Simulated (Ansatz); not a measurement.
**COS (SMILES O=[C][S-]) (charge −1, doublet): density, localisation and related maps**

```xyz
3

C     1.3266   -0.6910    0.8189
O     0.6672   -1.6858    0.9990
S     2.3601   -0.1148   -0.4054
```

Geometry: PBE0-D3(BJ)/def2-SVPD; the highest occupied orbital lies above zero, a sign that basis and functional describe the outermost electron poorly.

The calculation used isolated molecule in a Gaussian basis; Kohn-Sham density functional theory, functional PBE0 in Ansatz.

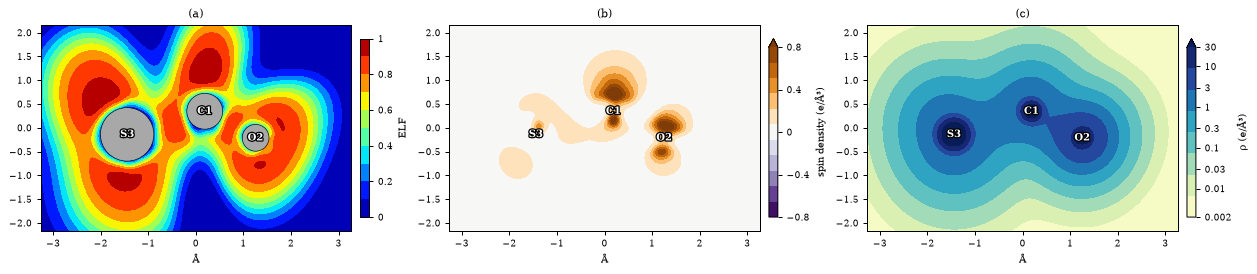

Figure 1. (a) electron localisation function; (b) spin density; (c) total electron density on the molecular plane. Grey discs cover the atomic cores in the ELF map.

> What does the map show?

The plane passes through C, O and S nuclei.
C–O (1.21 Å): the density is about 3.4 e/Å³ at the midpoint; the ELF peaks at about 0.85 between the atoms; a multiple bond.
C–S (1.70 Å): the density is about 1.4 e/Å³ at the midpoint; the ELF peaks at about 0.90 between the atoms, as expected for a covalent bond.
The ELF also peaks beside S3, O2 and C1, away from the bonds: non-bonding electrons, paired or unpaired.
The unpaired spin (1 electron) lies mostly on C1 (about 0.5), S3 (about 0.3) and O2 (about 0.2), in electrons by Hirshfeld's partition.

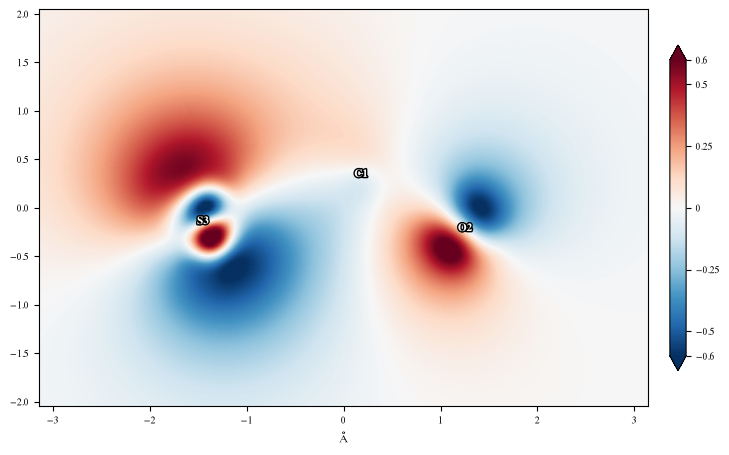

Figure 2. The HOMO (β) on the molecular plane (values in Å⁻³ᐟ²; the overall sign is arbitrary).

> Where does this orbital lie, and at what energy?

By Hirshfeld shares it lies mainly on S3 (about 80 %), O2 (about 15 %) and C1 (about 10 %); it is symmetric in the molecular plane (an in-plane orbital: σ, lone-pair or in-plane π type); largely a lone pair of S3. Its energy is −1.21 eV.
